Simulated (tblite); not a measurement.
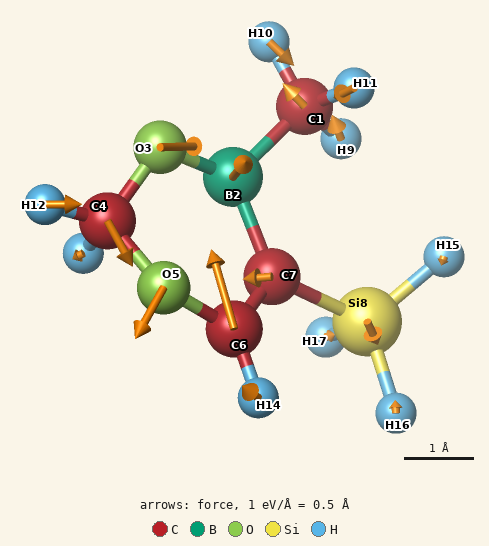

Starting geometry of C₄H₉BO₂Si with the computed forces as orange arrows. Style: ball-and-stick. Shown at a tilt.

Method: GFN2-xTB geometry optimisation, gas phase (tblite). 

> What follows when this structure is relaxed?

It isn't relaxed: the largest force vector, on the B atom, is 2.62 eV/Å. The final displacements follow the starting forces only in part (cosine between the two patterns 0.34). After 117 geometry steps the energy has fallen by 1.061 eV. The atom that moves furthest after the best rigid fit is an H atom (0.54 Å). Largest moves by element: H 0.54 Å, O 0.28 Å, Si 0.15 Å, C 0.15 Å, B 0.11 Å. Near-neighbour distances that change, for instance: B–O 1.472 → 1.355 Å, C–H 1.124 → 1.088 Å, C–O 1.437 → 1.402 Å, C–O 1.395 → 1.364 Å. Among the angles between lasting bonds that change: O–C–H 123.3° → 109.7°, B–O–C 109.4° → 119.5°, O–C–C 115.1° → 124.9°. Groups turn about C–O by about 30°, C–O by about 25°.
